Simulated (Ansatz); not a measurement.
**H₇NO₂Si (built from SMILES N[SiH2]O.O): a short trajectory**

The task is to watch the atoms for 60 steps of 0.5 fs, started with velocities for 700 K and run with a Nosé-Hoover thermostat, and see to which side of the barrier the system falls.

Program: Ansatz 0.2.0, Gaussian basis. Level of theory: PBE0-D4/def2-SVP. These are calculated values, not measurements.

1 further run of the same task is left out (it didn't finish).

**1. Starting geometry**

The start, a first-order saddle point found at PBE0-D4 in triple zeta: 11 atoms, charge 0, spin multiplicity 1.

Atoms are counted from 1 here; the program's logs count them from 0.

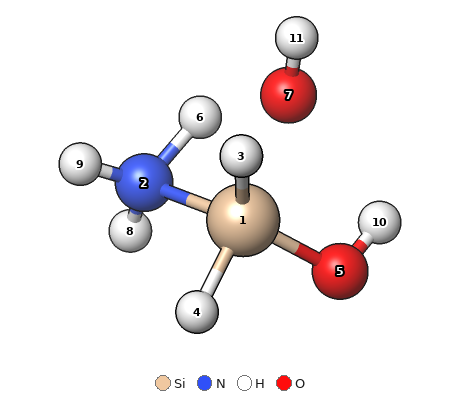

Start geometry, drawn with silicon light orange, nitrogen blue, hydrogen white, oxygen red; atoms are numbered from 1 in the order of the file.

Geometry (Å):

```xyz
11
H7NO2Si
Si   -0.5972    0.5409   -0.1482
N    -0.2916   -1.2215    0.3933
H    -0.6585    0.6030   -1.6342
H    -2.0493    0.6324    0.2248
O    -0.0555    1.7231    0.8556
H     0.8182   -0.9587    0.0209
O     1.4320    0.1013   -0.4127
H    -0.4359   -1.3929    1.3811
H    -0.7935   -1.9205   -0.1404
H     0.9016    1.8003    0.7840
H     1.7296    0.0926   -1.3241
```

**2. Dynamics**

Input file md/in.yaml:

```yaml
crystal:
  periodic: [false, false, false]
  atoms:
    - {symbol: Si, position_ang: [-0.597179, 0.540948, -0.148220]}
    - {symbol: N, position_ang: [-0.291592, -1.221492, 0.393296]}
    - {symbol: H, position_ang: [-0.658459, 0.603010, -1.634224]}
    - {symbol: H, position_ang: [-2.049337, 0.632378, 0.224822]}
    - {symbol: O, position_ang: [-0.055545, 1.723067, 0.855623]}
    - {symbol: H, position_ang: [0.818238, -0.958737, 0.020865]}
    - {symbol: O, position_ang: [1.431986, 0.101348, -0.412691]}
    - {symbol: H, position_ang: [-0.435906, -1.392915, 1.381137]}
    - {symbol: H, position_ang: [-0.793464, -1.920538, -0.140447]}
    - {symbol: H, position_ang: [0.901632, 1.800349, 0.783976]}
    - {symbol: H, position_ang: [1.729626, 0.092583, -1.324139]}
basis:
  gaussian: {orbitals: def2-SVP}
hamiltonian: {xc: pbe0, dispersion: d4}
md: {n_steps: 60, timestep: 0.5, temperature: 700, ensemble: nvt_nose_hoover, seed: 794, initial_velocities: maxwell_boltzmann}
```

Started as:

```
$ ansatz run in.yaml --threads 4 --pin off --events-out ev --progress --plain --max-ram 9574MiB
```

Standard output:

```text
Functional definition: PBE0
  name "PBE0"
  cite "Adamo & Barone, J. Chem. Phys. 110, 6158 (1999) doi:10.1063/1.478522"
  cite "Perdew, Burke & Ernzerhof, Phys. Rev. Lett. 77, 3865 (1996) doi:10.1103/PhysRevLett.77.3865"
  parent pbe
  parameter a = 0.25
  parameter kappa = 0.804
  parameter beta = 0.06672455060314922
  exchange = (1 - a)*pbe_x(kappa = kappa, mu = beta*pi^2/3) + a*exact_x
  correlation = pbe_c(beta = beta)
993 factors; integrals over basis functions are off by at most 6.3e-4 eV
mean field evaluation 1: about -13551.6187 eV, gradient 7.1e1 eV
mean field evaluation 2: about -13542.6980 eV, gradient 9.8e1 eV
mean field evaluation 4: about -13560.4336 eV, gradient 4.2e0 eV
mean field evaluation 8: about -13560.4777 eV, gradient 2.7e-1 eV
mean field evaluation 16: about -13560.4778 eV, gradient 5.6e-6 eV
mean field -13560.47779173 eV, -498.3383672241 hartree, gradient 5.6e-6 eV, S^2 0.000000; 0 other end points of the search recorded, 0 dependent functions left out
the calculation of the forces begins
reference -13560.47781712 eV, -498.3383681573 hartree; 22, 22 occupied and 73, 73 virtual orbitals, 993 factors
md step     0: t =     0.00 fs  T =   700.0 K  F+E_penalty+E_count = -13560.63558554 eV  E_kin = 0.814338 eV  conserved = -13559.82124755 eV  (26 SCF iters)
[... from here on, the SCF cycles and remarks between the steps are left out ...]
md step     1: t =     0.50 fs  T =   677.5 K  F+E_penalty+E_count = -13560.60912163 eV  E_kin = 0.788172 eV  conserved = -13559.82094929 eV  (26 SCF iters, 3 dispersion substeps)
md step     2: t =     1.00 fs  T =   631.0 K  F+E_penalty+E_count = -13560.55406510 eV  E_kin = 0.734062 eV  conserved = -13559.82000501 eV  (25 SCF iters, 3 dispersion substeps)
md step     3: t =     1.50 fs  T =   573.0 K  F+E_penalty+E_count = -13560.48545745 eV  E_kin = 0.666573 eV  conserved = -13559.81889065 eV  (26 SCF iters, 3 dispersion substeps)
md step     4: t =     2.00 fs  T =   518.0 K  F+E_penalty+E_count = -13560.42077245 eV  E_kin = 0.602610 eV  conserved = -13559.81817868 eV  (25 SCF iters, 3 dispersion substeps)
md step     5: t =     2.50 fs  T =   475.6 K  F+E_penalty+E_count = -13560.37133273 eV  E_kin = 0.553235 eV  conserved = -13559.81813105 eV  (25 SCF iters, 3 dispersion substeps)
md step     6: t =     3.00 fs  T =   446.9 K  F+E_penalty+E_count = -13560.33833372 eV  E_kin = 0.519850 eV  conserved = -13559.81854088 eV  (26 SCF iters, 3 dispersion substeps)
md step     7: t =     3.50 fs  T =   427.1 K  F+E_penalty+E_count = -13560.31572988 eV  E_kin = 0.496827 eV  conserved = -13559.81899244 eV  (26 SCF iters, 3 dispersion substeps)
md step     8: t =     4.00 fs  T =   410.3 K  F+E_penalty+E_count = -13560.29637879 eV  E_kin = 0.477294 eV  conserved = -13559.81921430 eV  (26 SCF iters, 3 dispersion substeps)
md step     9: t =     4.50 fs  T =   393.1 K  F+E_penalty+E_count = -13560.27636103 eV  E_kin = 0.457360 eV  conserved = -13559.81917883 eV  (26 SCF iters, 3 dispersion substeps)
md step    10: t =     5.00 fs  T =   375.7 K  F+E_penalty+E_count = -13560.25576522 eV  E_kin = 0.437019 eV  conserved = -13559.81897944 eV  (26 SCF iters, 3 dispersion substeps)
md step    11: t =     5.50 fs  T =   360.2 K  F+E_penalty+E_count = -13560.23749142 eV  E_kin = 0.419090 eV  conserved = -13559.81869791 eV  (26 SCF iters, 3 dispersion substeps)
md step    12: t =     6.00 fs  T =   350.7 K  F+E_penalty+E_count = -13560.22597647 eV  E_kin = 0.407962 eV  conserved = -13559.81838269 eV  (25 SCF iters, 3 dispersion substeps)
md step    13: t =     6.50 fs  T =   351.2 K  F+E_penalty+E_count = -13560.22623969 eV  E_kin = 0.408571 eV  conserved = -13559.81811724 eV  (26 SCF iters, 3 dispersion substeps)
md step    14: t =     7.00 fs  T =   365.2 K  F+E_penalty+E_count = -13560.24237621 eV  E_kin = 0.424846 eV  conserved = -13559.81807146 eV  (26 SCF iters, 3 dispersion substeps)
md step    15: t =     7.50 fs  T =   393.0 K  F+E_penalty+E_count = -13560.27491228 eV  E_kin = 0.457140 eV  conserved = -13559.81842257 eV  (26 SCF iters, 3 dispersion substeps)
md step    16: t =     8.00 fs  T =   429.7 K  F+E_penalty+E_count = -13560.31823240 eV  E_kin = 0.499829 eV  conserved = -13559.81918139 eV  (26 SCF iters, 3 dispersion substeps)
md step    17: t =     8.50 fs  T =   465.5 K  F+E_penalty+E_count = -13560.36063167 eV  E_kin = 0.541477 eV  conserved = -13559.82008305 eV  (25 SCF iters, 3 dispersion substeps)
md step    18: t =     9.00 fs  T =   489.0 K  F+E_penalty+E_count = -13560.38845641 eV  E_kin = 0.568863 eV  conserved = -13559.82069036 eV  (25 SCF iters, 3 dispersion substeps)
md step    19: t =     9.50 fs  T =   492.9 K  F+E_penalty+E_count = -13560.39273932 eV  E_kin = 0.573372 eV  conserved = -13559.82064752 eV  (25 SCF iters, 3 dispersion substeps)
md step    20: t =    10.00 fs  T =   478.0 K  F+E_penalty+E_count = -13560.37452257 eV  E_kin = 0.556076 eV  conserved = -13559.81991569 eV  (27 SCF iters, 3 dispersion substeps)
md step    21: t =    10.50 fs  T =   453.9 K  F+E_penalty+E_count = -13560.34527222 eV  E_kin = 0.528070 eV  conserved = -13559.81886188 eV  (26 SCF iters, 3 dispersion substeps)
md step    22: t =    11.00 fs  T =   434.1 K  F+E_penalty+E_count = -13560.32119820 eV  E_kin = 0.504973 eV  conserved = -13559.81807500 eV  (26 SCF iters, 3 dispersion substeps)
md step    23: t =    11.50 fs  T =   428.5 K  F+E_penalty+E_count = -13560.31442016 eV  E_kin = 0.498518 eV  conserved = -13559.81794632 eV  (25 SCF iters, 3 dispersion substeps)
md step    24: t =    12.00 fs  T =   439.2 K  F+E_penalty+E_count = -13560.32712144 eV  E_kin = 0.510991 eV  conserved = -13559.81838111 eV  (26 SCF iters, 3 dispersion substeps)
md step    25: t =    12.50 fs  T =   461.0 K  F+E_penalty+E_count = -13560.35277632 eV  E_kin = 0.536284 eV  conserved = -13559.81896568 eV  (26 SCF iters, 3 dispersion substeps)
md step    26: t =    13.00 fs  T =   486.1 K  F+E_penalty+E_count = -13560.38217981 eV  E_kin = 0.565534 eV  conserved = -13559.81936399 eV  (26 SCF iters, 3 dispersion substeps)
md step    27: t =    13.50 fs  T =   509.0 K  F+E_penalty+E_count = -13560.40864613 eV  E_kin = 0.592123 eV  conserved = -13559.81950684 eV  (25 SCF iters, 3 dispersion substeps)
md step    28: t =    14.00 fs  T =   527.1 K  F+E_penalty+E_count = -13560.42942074 eV  E_kin = 0.613193 eV  conserved = -13559.81949611 eV  (25 SCF iters, 3 dispersion substeps)
md step    29: t =    14.50 fs  T =   540.3 K  F+E_penalty+E_count = -13560.44445964 eV  E_kin = 0.628603 eV  conserved = -13559.81942750 eV  (25 SCF iters, 3 dispersion substeps)
md step    30: t =    15.00 fs  T =   549.8 K  F+E_penalty+E_count = -13560.45505522 eV  E_kin = 0.639630 eV  conserved = -13559.81931117 eV  (24 SCF iters, 3 dispersion substeps)
md step    31: t =    15.50 fs  T =   557.6 K  F+E_penalty+E_count = -13560.46355934 eV  E_kin = 0.648668 eV  conserved = -13559.81910464 eV  (25 SCF iters, 3 dispersion substeps)
md step    32: t =    16.00 fs  T =   566.9 K  F+E_penalty+E_count = -13560.47379909 eV  E_kin = 0.659553 eV  conserved = -13559.81879967 eV  (24 SCF iters, 3 dispersion substeps)
md step    33: t =    16.50 fs  T =   582.3 K  F+E_penalty+E_count = -13560.49094541 eV  E_kin = 0.677359 eV  conserved = -13559.81849333 eV  (24 SCF iters, 3 dispersion substeps)
md step    34: t =    17.00 fs  T =   607.5 K  F+E_penalty+E_count = -13560.51986214 eV  E_kin = 0.706760 eV  conserved = -13559.81838141 eV  (25 SCF iters, 3 dispersion substeps)
md step    35: t =    17.50 fs  T =   644.0 K  F+E_penalty+E_count = -13560.56211165 eV  E_kin = 0.749135 eV  conserved = -13559.81865300 eV  (25 SCF iters, 3 dispersion substeps)
md step    36: t =    18.00 fs  T =   687.7 K  F+E_penalty+E_count = -13560.61325109 eV  E_kin = 0.800033 eV  conserved = -13559.81931913 eV  (25 SCF iters, 3 dispersion substeps)
md step    37: t =    18.50 fs  T =   730.1 K  F+E_penalty+E_count = -13560.66292807 eV  E_kin = 0.849385 eV  conserved = -13559.82009866 eV  (25 SCF iters, 3 dispersion substeps)
md step    38: t =    19.00 fs  T =   761.4 K  F+E_penalty+E_count = -13560.69925536 eV  E_kin = 0.885753 eV  conserved = -13559.82053373 eV  (24 SCF iters, 3 dispersion substeps)
md step    39: t =    19.50 fs  T =   776.0 K  F+E_penalty+E_count = -13560.71560214 eV  E_kin = 0.902794 eV  conserved = -13559.82032760 eV  (25 SCF iters, 3 dispersion substeps)
md step    40: t =    20.00 fs  T =   776.4 K  F+E_penalty+E_count = -13560.71487170 eV  E_kin = 0.903251 eV  conserved = -13559.81962867 eV  (25 SCF iters, 3 dispersion substeps)
md step    41: t =    20.50 fs  T =   770.9 K  F+E_penalty+E_count = -13560.70730529 eV  E_kin = 0.896857 eV  conserved = -13559.81893828 eV  (25 SCF iters, 3 dispersion substeps)
md step    42: t =    21.00 fs  T =   768.1 K  F+E_penalty+E_count = -13560.70321734 eV  E_kin = 0.893505 eV  conserved = -13559.81867712 eV  (26 SCF iters, 3 dispersion substeps)
md step    43: t =    21.50 fs  T =   771.4 K  F+E_penalty+E_count = -13560.70680613 eV  E_kin = 0.897389 eV  conserved = -13559.81885424 eV  (25 SCF iters, 3 dispersion substeps)
md step    44: t =    22.00 fs  T =   779.2 K  F+E_penalty+E_count = -13560.71574342 eV  E_kin = 0.906473 eV  conserved = -13559.81917798 eV  (25 SCF iters, 3 dispersion substeps)
md step    45: t =    22.50 fs  T =   787.5 K  F+E_penalty+E_count = -13560.72518244 eV  E_kin = 0.916165 eV  conserved = -13559.81939592 eV  (25 SCF iters, 3 dispersion substeps)
md step    46: t =    23.00 fs  T =   793.3 K  F+E_penalty+E_count = -13560.73150056 eV  E_kin = 0.922889 eV  conserved = -13559.81946063 eV  (25 SCF iters, 3 dispersion substeps)
md step    47: t =    23.50 fs  T =   795.2 K  F+E_penalty+E_count = -13560.73325497 eV  E_kin = 0.925121 eV  conserved = -13559.81944985 eV  (25 SCF iters, 3 dispersion substeps)
md step    48: t =    24.00 fs  T =   793.1 K  F+E_penalty+E_count = -13560.73027068 eV  E_kin = 0.922625 eV  conserved = -13559.81942251 eV  (25 SCF iters, 3 dispersion substeps)
md step    49: t =    24.50 fs  T =   787.1 K  F+E_penalty+E_count = -13560.72284890 eV  E_kin = 0.915720 eV  conserved = -13559.81935957 eV  (25 SCF iters, 3 dispersion substeps)
md step    50: t =    25.00 fs  T =   778.4 K  F+E_penalty+E_count = -13560.71204397 eV  E_kin = 0.905525 eV  conserved = -13559.81919296 eV  (25 SCF iters, 3 dispersion substeps)
md step    51: t =    25.50 fs  T =   769.2 K  F+E_penalty+E_count = -13560.70058591 eV  E_kin = 0.894802 eV  conserved = -13559.81889211 eV  (24 SCF iters, 3 dispersion substeps)
md step    52: t =    26.00 fs  T =   763.5 K  F+E_penalty+E_count = -13560.69318992 eV  E_kin = 0.888175 eV  conserved = -13559.81854984 eV  (25 SCF iters, 3 dispersion substeps)
md step    53: t =    26.50 fs  T =   765.5 K  F+E_penalty+E_count = -13560.69502782 eV  E_kin = 0.890585 eV  conserved = -13559.81839918 eV  (25 SCF iters, 3 dispersion substeps)
md step    54: t =    27.00 fs  T =   777.0 K  F+E_penalty+E_count = -13560.70822386 eV  E_kin = 0.903912 eV  conserved = -13559.81869041 eV  (24 SCF iters, 3 dispersion substeps)
md step    55: t =    27.50 fs  T =   794.0 K  F+E_penalty+E_count = -13560.72837141 eV  E_kin = 0.923749 eV  conserved = -13559.81942502 eV  (26 SCF iters, 3 dispersion substeps)
md step    56: t =    28.00 fs  T =   808.0 K  F+E_penalty+E_count = -13560.74489770 eV  E_kin = 0.939950 eV  conserved = -13559.82017795 eV  (26 SCF iters, 3 dispersion substeps)
md step    57: t =    28.50 fs  T =   810.4 K  F+E_penalty+E_count = -13560.74748120 eV  E_kin = 0.942799 eV  conserved = -13559.82033847 eV  (25 SCF iters, 3 dispersion substeps)
md step    58: t =    29.00 fs  T =   800.4 K  F+E_penalty+E_count = -13560.73474285 eV  E_kin = 0.931110 eV  conserved = -13559.81970594 eV  (24 SCF iters, 3 dispersion substeps)
md step    59: t =    29.50 fs  T =   786.0 K  F+E_penalty+E_count = -13560.71671940 eV  E_kin = 0.914371 eV  conserved = -13559.81882543 eV  (24 SCF iters, 3 dispersion substeps)
md step    60: t =    30.00 fs  T =   778.0 K  F+E_penalty+E_count = -13560.70675003 eV  E_kin = 0.905109 eV  conserved = -13559.81851228 eV  (25 SCF iters, 3 dispersion substeps)
Total energy: -13560.70677656 eV, -498.3467822616 hartree
Atom 0 at    -0.423771     0.551335    -0.171582 Å, force    -0.648743     0.933748     1.925958 eV/Å
Atom 1 at    -0.371963    -1.521875     0.450405 Å, force     2.581610     0.163862    -3.072858 eV/Å
Atom 2 at    -0.801138     0.573786    -1.601785 Å, force    -0.261702     0.065657    -0.628858 eV/Å
Atom 3 at    -1.859049     0.419263     0.435957 Å, force     0.616240    -0.002553    -0.258147 eV/Å
Atom 4 at    -0.016178     1.869001     0.839820 Å, force    -0.696542    -0.141993    -0.188529 eV/Å
Atom 5 at     0.536209    -1.924647     0.755169 Å, force    -0.734672     0.524523    -0.113620 eV/Å
Atom 6 at     1.215673     0.284397    -0.419533 Å, force     1.656019    -0.755447    -0.983548 eV/Å
Atom 7 at    -1.098846    -1.747446     1.040107 Å, force    -2.201752    -0.865656     1.857501 eV/Å
Atom 8 at    -0.556735    -1.918524    -0.502775 Å, force     0.037012     0.129042     1.163953 eV/Å
Atom 9 at     0.920357     2.079748     0.724477 Å, force    -0.205166    -0.154463    -0.098202 eV/Å
Atom 10 at     1.465344     0.036994    -1.322384 Å, force    -0.142304     0.103281     0.396350 eV/Å
Dipole moment:     0.231123    -1.136961    -0.201548 e Å
```

Run time: 51 s. Hardware: 4 threads of Arm Neoverse V2, shared host.

**3. Frames and traces**

One row in 3 steps:

| time (fs) | T (K) | potential (meV) | potential + kinetic (meV) | Si1–O7 (Å) | N2–H6 (Å) | Si1–N2 (Å) | H6–O7 (Å) |
| --- | --- | --- | --- | --- | --- | --- | --- |
| 0.00 | 700 | 0.0 | 0.0 | 2.093 | 1.200 | 1.869 | 1.299 |
| 1.50 | 573 | 150.1 | 2.4 | 2.074 | 1.162 | 1.859 | 1.339 |
| 3.00 | 447 | 297.3 | 2.8 | 2.055 | 1.131 | 1.851 | 1.374 |
| 4.50 | 393 | 359.2 | 2.2 | 2.035 | 1.109 | 1.845 | 1.404 |
| 6.00 | 351 | 409.6 | 3.2 | 2.015 | 1.099 | 1.842 | 1.427 |
| 7.50 | 393 | 360.7 | 3.5 | 1.996 | 1.104 | 1.843 | 1.447 |
| 9.00 | 489 | 247.1 | 1.7 | 1.977 | 1.119 | 1.846 | 1.472 |
| 10.50 | 454 | 290.3 | 4.0 | 1.960 | 1.131 | 1.851 | 1.511 |
| 12.00 | 439 | 308.5 | 5.1 | 1.943 | 1.128 | 1.858 | 1.567 |
| 13.50 | 509 | 226.9 | 4.7 | 1.926 | 1.102 | 1.869 | 1.639 |
| 15.00 | 550 | 180.5 | 5.8 | 1.910 | 1.055 | 1.883 | 1.721 |
| 16.50 | 582 | 144.6 | 7.7 | 1.894 | 1.006 | 1.902 | 1.806 |
| 18.00 | 688 | 22.3 | 8.0 | 1.876 | 0.988 | 1.923 | 1.883 |
| 19.50 | 776 | -80.0 | 8.4 | 1.856 | 1.017 | 1.947 | 1.949 |
| 21.00 | 768 | -67.6 | 11.5 | 1.833 | 1.061 | 1.974 | 2.017 |
| 22.50 | 788 | -89.6 | 12.2 | 1.809 | 1.081 | 2.002 | 2.095 |
| 24.00 | 793 | -94.7 | 13.6 | 1.783 | 1.061 | 2.033 | 2.182 |
| 25.50 | 769 | -65.0 | 15.5 | 1.756 | 1.014 | 2.067 | 2.276 |
| 27.00 | 777 | -72.6 | 16.9 | 1.729 | 0.982 | 2.101 | 2.375 |
| 28.50 | 810 | -111.9 | 16.6 | 1.703 | 0.996 | 2.134 | 2.481 |
| 30.00 | 778 | -71.2 | 19.6 | 1.679 | 1.039 | 2.165 | 2.593 |

Energies count from the start.

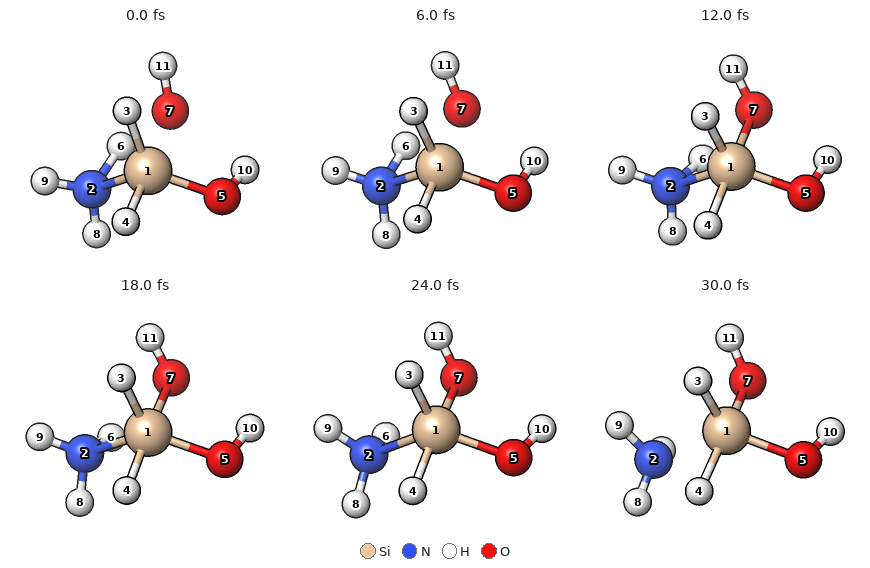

Six frames.

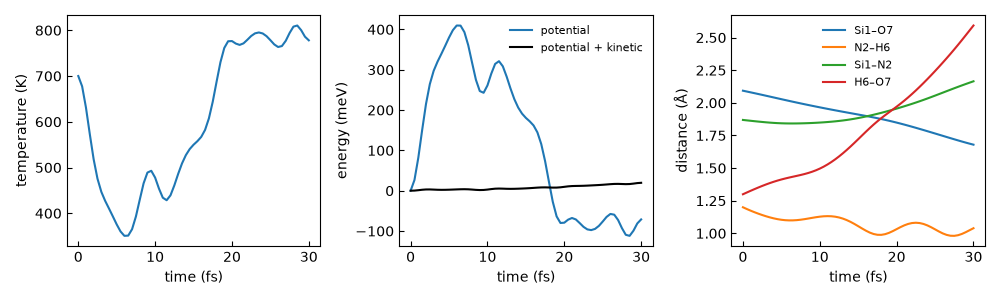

Temperature, energies and the distances followed.

Positions (Å) and forces (eV/Å) at 12.00 fs:

```xyz
11

Si   -0.520    0.522   -0.138   -1.545    0.455    0.089
N    -0.350   -1.262    0.353    2.193   -1.859   -0.939
H    -0.855    0.579   -1.553    0.176    0.069   -0.918
H    -2.024    0.555    0.392    0.840   -0.046   -0.241
O    -0.054    1.765    0.846    0.455    0.299    0.074
H     0.760   -1.067    0.355   -1.253   -0.558   -0.700
O     1.372    0.163   -0.399   -0.395    0.378   -0.160
H    -0.594   -1.429    1.290   -1.025   -0.463    1.723
H    -0.603   -2.107   -0.231    0.270    1.398    0.685
H     0.871    1.896    0.591    0.203    0.181    0.292
H     1.542   -0.100   -1.313    0.083    0.145    0.096
```

Positions (Å) and forces (eV/Å) at 30.00 fs:

```xyz
11

Si   -0.424    0.551   -0.172   -0.649    0.934    1.926
N    -0.372   -1.522    0.450    2.582    0.164   -3.073
H    -0.801    0.574   -1.602   -0.262    0.066   -0.629
H    -1.859    0.419    0.436    0.616   -0.003   -0.258
O    -0.016    1.869    0.840   -0.697   -0.142   -0.189
H     0.536   -1.925    0.755   -0.735    0.525   -0.114
O     1.216    0.284   -0.420    1.656   -0.755   -0.984
H    -1.099   -1.747    1.040   -2.202   -0.866    1.858
H    -0.557   -1.919   -0.503    0.037    0.129    1.164
H     0.920    2.080    0.724   -0.205   -0.154   -0.098
H     1.465    0.037   -1.322   -0.142    0.103    0.396
```

**4. Summary of results**

```
                                                 quantity              value
                                                   length  60 steps, 30.0 fs
                                 temperature at the start              700 K
                            mean temperature, second half              739 K
lowest and highest potential energy, from the first frame   -112 and 410 meV
                    largest change of potential + kinetic           19.6 meV
```

By the last frame it has moved towards the side where Si1–O7, N2–H6 form. The thermostat trades energy with the molecule, so the sum of potential and kinetic energy isn't conserved: it changes by +20 meV over the run. The instant temperature ranges from 351 to 810 K, as energy passes between motion and strain.
